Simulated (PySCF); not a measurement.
Input

```
{"job": {"kind": "nmr", "xc": "PBE0", "basis": "pcSseg-1"}, "charge": 0, "multiplicity": 1}
C     -2.444382    -0.930728     0.138291
C     -1.462135    -0.817095    -0.740593
Si    -0.394503     0.715516    -0.987597
N     -1.087055     1.986920    -0.047783
C      1.345554     0.464304    -0.308881
C      2.174288    -0.692057    -0.789809
C      1.652135    -0.687382     0.606914
H     -2.707513    -0.115051     0.791353
H     -3.026753    -1.833724     0.251860
H     -1.238034    -1.670843    -1.369477
H     -0.301152     0.975504    -2.441893
H     -0.544225     2.819419     0.113257
H     -2.048269     2.235533    -0.215000
H      1.905019     1.370184    -0.105386
H      1.733213    -1.377293    -1.498003
H      3.232953    -0.539933    -0.943726
H      0.850599    -1.366998     0.854840
H      2.351502    -0.529957     1.415217
```

Launched as:

```sh
OMP_NUM_THREADS=1 python probes_run.py task.json out
```

Geometry: GFN2-xTB.

Method: PBE0/pcSseg-1, SCF density, gas phase, non-relativistic (PySCF).

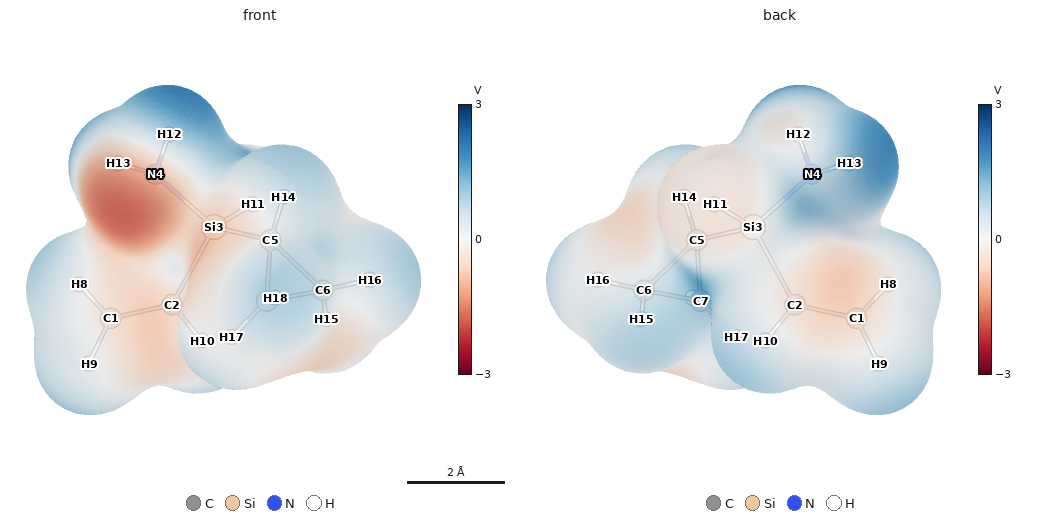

C5H11NSi. The molecular electrostatic potential painted on the density surface at 0.004 e/bohr³, seen from the front and from behind; the colour scale runs from red (negative) to blue (positive).

Question: Describe the electrostatic potential map.

Answer: The most negative region (about −1.8 V) lies over N4, the most positive (about +2.0 V) over H12 and H13. N4 is the likeliest acceptor of a hydrogen bond.

Question: What dipole moment does the calculation give?

Answer: Its dipole moment is 0.83 D.
